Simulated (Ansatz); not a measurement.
# SO+ (quartet): energies up the ladder

The task, for SO+ (quartet): energies up the ladder. Charge +1. Spin multiplicity 4.

Program: Ansatz 0.2.0. Level of theory: the levels named in each step. These are calculated values, not measurements.

## Step 1: Starting point

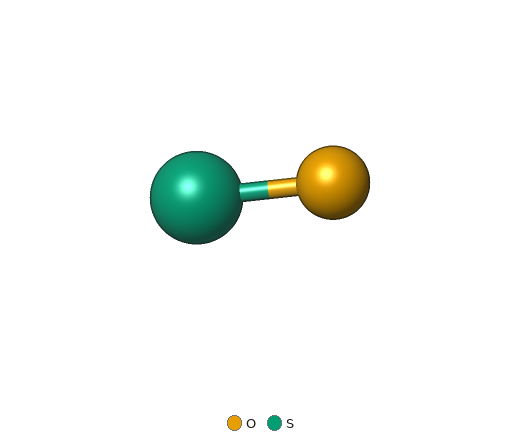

The starting structure, seen from a chosen angle (oxygen amber, sulfur teal).

As a file:

```xyz
2

O     0.0000    0.0000    0.0000
S     0.0000    0.0000    1.4672
```

## Step 2: A rough first relaxation, PBE-D4/def2-SVP

The input, input.yaml:

```yaml
crystal:
  periodic: [false, false, false]
  atoms:
    - { symbol: O, position_ang: [0.0, 0.0, 0.0] }
    - { symbol: S, position_ang: [0.0, 0.0, 1.46725] }
magnetization:
  spin_polarized: true
  initial_magnetization: 3
total_charge: 1
basis:
  gaussian: { orbitals: def2-SVP }
hamiltonian:
  xc: pbe
  dispersion: d4
relax:
  f_tol: 0.03
  max_steps: 200
```

On the command line:

```
$ ansatz run input.yaml --threads 2 --pin off --max-ram 5120MiB --backend cpu --events-out ev --progress --plain --runs-dir out
```

What it wrote (excerpt; [...] marks lines left out):

```text
Warning: RAYON_NUM_THREADS=2 ignored (pool sized by the plan → 2); use --threads N
[...]
Functional definition: PBE
[...]
348 factors; their error is unknown
[...]
mean field -12854.72020071 eV, -472.4022541340 hartree, gradient 5.1e-6 eV, S^2 3.755307; 6 other end points of the search recorded, 0 dependent functions left out
[...]
reference -12854.72021459 eV, -472.4022546438 hartree; 13, 10 occupied and 19, 22 virtual orbitals, 348 factors
relax step   1: F+E_penalty+E_count = -12854.73435148 eV  Δ(F+E_penalty+E_count) = +0.000e0 eV  max|allowed force component| = 1.140e1 eV/Å  Δτ_max = 0.0000 Å  (141 SCF iters, accepted)
[...]
relax step   4: F+E_penalty+E_count = -12855.80106832 eV  Δ(F+E_penalty+E_count) = -1.192e-2 eV  max|allowed force component| = 5.711e-2 eV/Å  Δτ_max = 0.0161 Å  (26 SCF iters, accepted)
[...]
relax step   5: F+E_penalty+E_count = -12855.80113313 eV  Δ(F+E_penalty+E_count) = -6.481e-5 eV  max|allowed force component| = 7.165e-4 eV/Å  Δτ_max = 0.0011 Å  (20 SCF iters, accepted)
348 factors; their error is unknown
[...]
mean field -12855.78717142 eV, -472.4414645843 hartree, gradient 5.4e-5 eV, S^2 3.755233; 4 other end points of the search recorded, 0 dependent functions left out
[...]
reference -12855.78718656 eV, -472.4414651407 hartree; 13, 10 occupied and 19, 22 virtual orbitals, 348 factors
Total energy: -12855.80114827 eV, -472.4419782240 hartree
Atom 0 at    -0.000000    -0.000000    -0.115882 Å, force    -0.000000     0.000000     0.000717 eV/Å
Atom 1 at     0.000000     0.000000     1.583132 Å, force     0.000000    -0.000000    -0.000717 eV/Å
Dipole moment:    -0.000000     0.000000     0.309895 e Å
```

It took 6.3 s on 2 threads of Intel Xeon at 2.50GHz (Skylake/Cascade Lake), shared host; peak memory 0.1 GiB.

Step by step:

| step | energy from step 1 (eV) | largest force component (eV/Å) |
| --- | --- | --- |
| 1 | 0.0000 | 11.4049 |
| 2 | -0.7238 | 5.4508 |
| 3 | -1.0548 | 0.8238 |
| 4 | -1.0667 | 0.0571 |
| 5 | -1.0668 | 0.0007 |

Step 1 is the start.

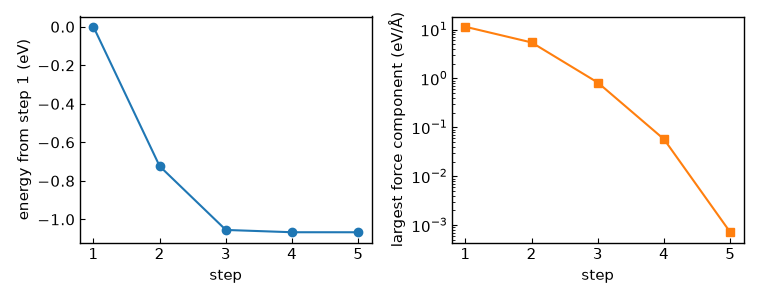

Energy and largest force along the relaxation.

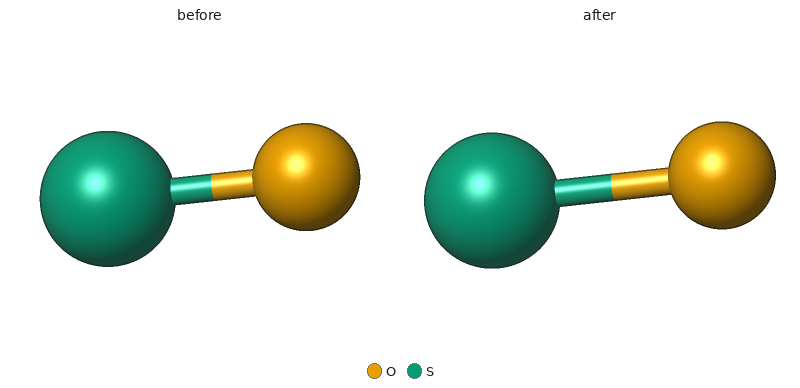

Before and after, at one scale.

Before: Bond lengths: O1–S2 1.467 Å.

After: Bond lengths: O1–S2 1.699 Å.

## Step 3: Relaxation, PBE0-D4/def2-TZVPP

The input, input.yaml:

```yaml
crystal:
  periodic: [false, false, false]
  atoms:
    - { symbol: O, position_ang: [0.0, 0.0, -0.11588244] }
    - { symbol: S, position_ang: [0.0, 0.0, 1.58313244] }
magnetization:
  spin_polarized: true
  initial_magnetization: 3
total_charge: 1
basis:
  gaussian: { orbitals: def2-TZVPP }
hamiltonian:
  xc: pbe0
  dispersion: d4
relax:
  f_tol: 0.002
  max_steps: 150
```

On the command line:

```
$ ansatz run input.yaml --threads 2 --pin off --max-ram 5120MiB --backend cpu --events-out ev --progress --plain --runs-dir out
```

What it wrote (excerpt; [...] marks lines left out):

```text
Warning: RAYON_NUM_THREADS=2 ignored (pool sized by the plan → 2); use --threads N
[...]
Functional definition: PBE0
[...]
466 factors; their error is unknown
[...]
mean field -12862.88184510 eV, -472.7021890329 hartree, gradient 1.6e-5 eV, S^2 3.762547; 3 other end points of the search recorded, 0 dependent functions left out
[...]
reference -12862.88186125 eV, -472.7021896264 hartree; 13, 10 occupied and 60, 63 virtual orbitals, 466 factors
relax step   1: F+E_penalty+E_count = -12862.89325517 eV  Δ(F+E_penalty+E_count) = +0.000e0 eV  max|allowed force component| = 1.563e0 eV/Å  Δτ_max = 0.0000 Å  (149 SCF iters, accepted)
[...]
relax step   4: F+E_penalty+E_count = -12862.93972845 eV  Δ(F+E_penalty+E_count) = -2.128e-4 eV  max|allowed force component| = 8.613e-3 eV/Å  Δτ_max = 0.0020 Å  (36 SCF iters, accepted)
[...]
relax step   5: F+E_penalty+E_count = -12862.93972961 eV  Δ(F+E_penalty+E_count) = -1.158e-6 eV  max|allowed force component| = 2.772e-5 eV/Å  Δτ_max = 0.0001 Å  (23 SCF iters, accepted)
466 factors; their error is unknown
[...]
mean field -12862.92828545 eV, -472.7038956844 hartree, gradient 3.1e-5 eV, S^2 3.762445; 3 other end points of the search recorded, 0 dependent functions left out
[...]
reference -12862.92830170 eV, -472.7038962815 hartree; 13, 10 occupied and 60, 63 virtual orbitals, 466 factors
Total energy: -12862.93974586 eV, -472.7043168466 hartree
Atom 0 at    -0.000000    -0.000000    -0.087587 Å, force    -0.000000     0.000000     0.000028 eV/Å
Atom 1 at     0.000000     0.000000     1.554837 Å, force     0.000000    -0.000000    -0.000028 eV/Å
Dipole moment:     0.000000     0.000000     0.316692 e Å
```

Wall time 14 s (2 threads of Intel Xeon at 2.50GHz (Skylake/Cascade Lake), shared host); peak memory 0.13 GiB.

Relaxation path:

```csv
step,energy from step 1 (eV),largest force component (eV/Å)
1,0.0000,1.5625
2,-0.0315,0.9269
3,-0.0463,0.1179
4,-0.0465,0.0086
5,-0.0465,0.0000
```

Step 1 is the start.

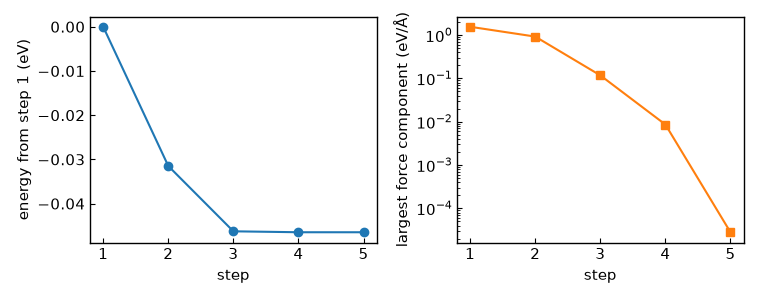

Energy and largest force along the relaxation.

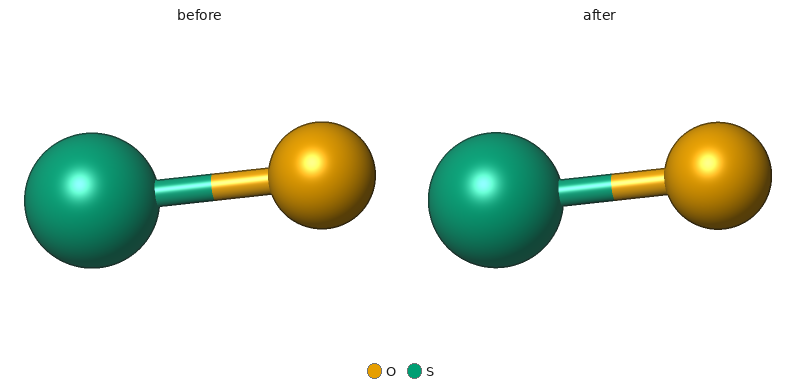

The structure before (left) and after (right) the relaxation, drawn at the same scale. The change is too small to see at this scale.

Before: Bond lengths: O1–S2 1.699 Å.

After: Bond lengths: O1–S2 1.642 Å.

## Step 4: Frequencies, PBE0-D4/def2-TZVPP

The input, input.yaml:

```yaml
crystal:
  periodic: [false, false, false]
  atoms:
    - { symbol: O, position_ang: [0.0, 0.0, -0.0875866] }
    - { symbol: S, position_ang: [0.0, 0.0, 1.5548366] }
magnetization:
  spin_polarized: true
  initial_magnetization: 3
total_charge: 1
basis:
  gaussian: { orbitals: def2-TZVPP }
hamiltonian:
  xc: pbe0
  dispersion: d4
phonons: {}
```

On the command line:

```
$ ansatz run input.yaml --threads 2 --pin off --max-ram 5120MiB --backend cpu --events-out ev --progress --plain --runs-dir out
```

What it wrote (excerpt; [...] marks lines left out):

```text
Warning: RAYON_NUM_THREADS=2 ignored (pool sized by the plan → 2); use --threads N
[...]
Functional definition: PBE0
[...]
466 factors; their error is unknown
[...]
mean field -12862.92828546 eV, -472.7038956846 hartree, gradient 1.7e-5 eV, S^2 3.762445; 2 other end points of the search recorded, 0 dependent functions left out
[...]
reference -12862.92830175 eV, -472.7038962835 hartree; 13, 10 occupied and 60, 63 virtual orbitals, 466 factors
[...]
466 factors; their error is unknown
mean field -12862.92828546 eV, -472.7038956846 hartree, gradient 6.4e-7 eV, S^2 3.762445; 0 other end points of the search recorded, 0 dependent functions left out
[...]
reference -12862.92830175 eV, -472.7038962835 hartree; 13, 10 occupied and 60, 63 virtual orbitals, 466 factors
[...]
466 factors; their error is unknown
[...]
reference -12862.92830175 eV, -472.7038962835 hartree; 13, 10 occupied and 60, 63 virtual orbitals, 466 factors
[...]
466 factors; their error is unknown
mean field -12862.92818720 eV, -472.7038920736 hartree, gradient 1.3e-6 eV, S^2 3.762450; 0 other end points of the search recorded, 0 dependent functions left out
[...]
reference -12862.92820349 eV, -472.7038926723 hartree; 13, 10 occupied and 60, 63 virtual orbitals, 466 factors
[...]
466 factors; their error is unknown
[...]
mean field -12862.92818340 eV, -472.7038919341 hartree, gradient 1.3e-6 eV, S^2 3.762441; 0 other end points of the search recorded, 0 dependent functions left out
[...]
reference -12862.92819970 eV, -472.7038925332 hartree; 13, 10 occupied and 60, 63 virtual orbitals, 466 factors
Total energy: -12862.93974591 eV, -472.7043168486 hartree
Atom 0 at     0.000000     0.000000    -0.087587 Å, force     0.000000     0.000000     0.000027 eV/Å
Atom 1 at     0.000000     0.000000     1.554837 Å, force    -0.000000    -0.000000    -0.000027 eV/Å
Dipole moment:    -0.000000     0.000000     0.316692 e Å
Vibrations: 903.64 cm⁻¹, zero-point energy 0.056018 eV
```

Wall time 16 s (2 threads of Intel Xeon at 2.50GHz (Skylake/Cascade Lake), shared host); peak memory 0.13 GiB.

Harmonic frequencies (cm⁻¹; negative: imaginary): 904.

## Step 5: Single point, PBE-D4/def2-TZVPP

input.yaml: that of step 4 with these lines changed.

```diff
@@ -12,4 +12,3 @@
 hamiltonian:
-  xc: pbe0
+  xc: pbe
   dispersion: d4
-phonons: {}
```

On the command line:

```
$ ansatz run input.yaml --threads 2 --pin off --max-ram 5120MiB --backend cpu --events-out ev --progress --plain --runs-dir out
```

What it wrote:

```text
Warning: RAYON_NUM_THREADS=2 ignored (pool sized by the plan → 2); use --threads N
Engine: ansatz 0.2.0, x86_64-unknown-linux-gnu
Functional definition: PBE
  parameter kappa = 0.804
  parameter beta = 0.06672455060314922
  exchange = pbe_x(kappa = kappa, mu = beta*pi^2/3)
  correlation = pbe_c(beta = beta)
435 factors; their error is unknown
mean field evaluation 1: about -12838.4915 eV, gradient 7.6e1 eV
mean field evaluation 2: about -12618.8411 eV, gradient 1.9e2 eV
mean field evaluation 4: about -12861.4760 eV, gradient 1.3e1 eV
mean field evaluation 8: about -12862.2030 eV, gradient 9.4e-2 eV
mean field evaluation 16: about -12862.1986 eV, gradient 3.2e-5 eV
mean field evaluation 32: about -12862.1986 eV, gradient 2.9e-5 eV
mean field -12862.19857213 eV, -472.6770792144 hartree, gradient 3.2e-5 eV, S^2 3.757079; 6 other end points of the search recorded, 0 dependent functions left out
reference -12862.19859408 eV, -472.6770800209 hartree; 13, 10 occupied and 60, 63 virtual orbitals, 435 factors
Total energy: -12862.21260211 eV, -472.6775948067 hartree
```

Run time: 3.8 s. Hardware: 2 threads of Intel Xeon at 2.50GHz (Skylake/Cascade Lake), shared host; peak memory 0.11 GiB.

## Step 6: Single point, r2SCAN-D4/def2-TZVPP

input.yaml: that of step 5 with these lines changed.

```diff
@@ -12,3 +12,3 @@
 hamiltonian:
-  xc: pbe
+  xc: r2scan
   dispersion: d4
```

On the command line:

```
$ ansatz run input.yaml --threads 2 --pin off --max-ram 5120MiB --backend cpu --events-out ev --progress --plain --runs-dir out
```

What it wrote:

```text
Warning: RAYON_NUM_THREADS=2 ignored (pool sized by the plan → 2); use --threads N
Engine: ansatz 0.2.0, x86_64-unknown-linux-gnu
Functional definition: r2SCAN
  parameter k0 = 0.174
  parameter k1 = 0.065
  parameter a1 = 4.9479
  exchange = r2scan_x(k0 = k0, k1 = k1, a1 = a1)
  correlation = r2scan_c
435 factors; their error is unknown
mean field evaluation 1: about -12846.4401 eV, gradient 7.0e1 eV
mean field evaluation 2: about -12665.1190 eV, gradient 1.8e2 eV
mean field evaluation 4: about -12866.7647 eV, gradient 1.0e1 eV
mean field evaluation 8: about -12867.2451 eV, gradient 5.8e-2 eV
mean field evaluation 16: about -12867.2396 eV, gradient 2.0e-5 eV
mean field evaluation 32: about -12867.2396 eV, gradient 1.6e-3 eV
mean field -12867.23963362 eV, -472.8623348074 hartree, gradient 3.2e-5 eV, S^2 3.766730; 4 other end points of the search recorded, 0 dependent functions left out
reference -12867.23964079 eV, -472.8623350707 hartree; 13, 10 occupied and 60, 63 virtual orbitals, 435 factors
Total energy: -12867.24258315 eV, -472.8624432006 hartree
```

It took 5 s on 2 threads of Intel Xeon at 2.50GHz (Skylake/Cascade Lake), shared host; peak memory 0.14 GiB.

## Step 7: Single point, B3LYP-D4/def2-TZVPP

input.yaml: that of step 6 with these lines changed.

```diff
@@ -12,3 +12,3 @@
 hamiltonian:
-  xc: r2scan
+  xc: { name: B3LYP }
   dispersion: d4
```

On the command line:

```
$ ansatz run input.yaml --threads 2 --pin off --max-ram 5120MiB --backend cpu --events-out ev --progress --plain --runs-dir out
```

What it wrote:

```text
Warning: RAYON_NUM_THREADS=2 ignored (pool sized by the plan → 2); use --threads N
Engine: ansatz 0.2.0, x86_64-unknown-linux-gnu
Functional definition: B3LYP
  parameter a0 = 0.2
  parameter ax = 0.72
  parameter ac = 0.81
  exchange = (1 - a0 - ax)*slater_x + ax*b88_x + a0*exact_x
  correlation = (1 - ac)*vwn_rpa_c + ac*lyp_c
447 factors; their error is unknown
mean field evaluation 1: about -12849.5274 eV, gradient 6.8e1 eV
mean field evaluation 2: about -12701.1668 eV, gradient 1.7e2 eV
mean field evaluation 4: about -12866.8502 eV, gradient 1.3e1 eV
mean field evaluation 8: about -12867.6170 eV, gradient 2.8e-2 eV
mean field evaluation 16: about -12867.9883 eV, gradient 2.6e0 eV
mean field evaluation 32: about -12867.6292 eV, gradient 1.8e-4 eV
mean field -12869.25125481 eV, -472.9362605226 hartree, gradient 1.2e-5 eV, S^2 3.760133; 3 other end points of the search recorded, 0 dependent functions left out
reference -12869.25140384 eV, -472.9362659992 hartree; 13, 10 occupied and 60, 63 virtual orbitals, 447 factors
Total energy: -12869.27453491 eV, -472.9371160503 hartree
```

Wall time 5 s (2 threads of Intel Xeon at 2.50GHz (Skylake/Cascade Lake), shared host); peak memory 0.13 GiB.

[end of part 1 of 2]
